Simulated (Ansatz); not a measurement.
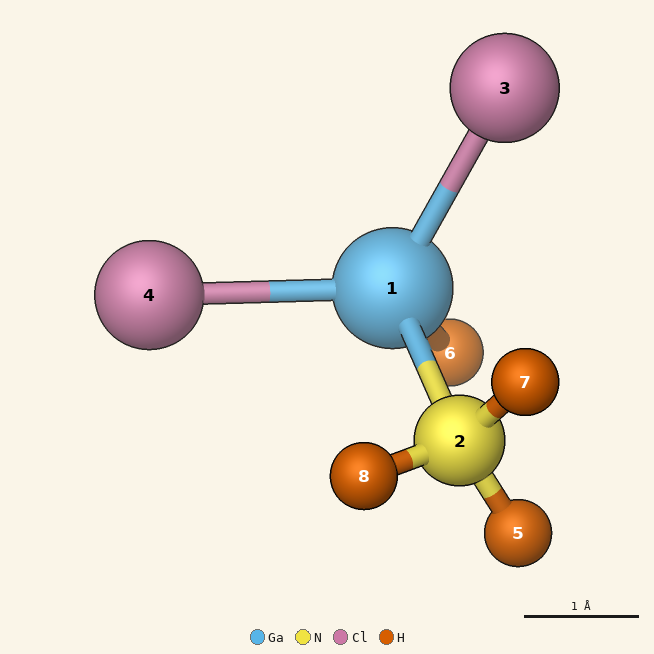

Orthographic view. Atoms fade into the background with distance from the viewer. The geometry was computed by an optimisation with PBE0-D4/def2-TZVP.

Write a Z-matrix (Å, degrees) in the order of the atom numbers, with these reference atoms: 2 to 1; 3 to 1, 2; 4 to 1, 2, 3; 5 to 2, 1, 3; 6 to 1, 2, 5; 7 to 2, 5, 1; 8 to 2, 5, 7.

```
Ga 
N    1   2.099
Cl   1   2.181   2    96.5
Cl   1   2.181   2    96.5   3  -114.0
H    2   1.014   1   115.2   3  -123.0
H    1   1.556   2   107.7   5     0.0
H    2   1.016   5   108.8   1  -120.9
H    2   1.016   5   108.8   7  -118.2
```
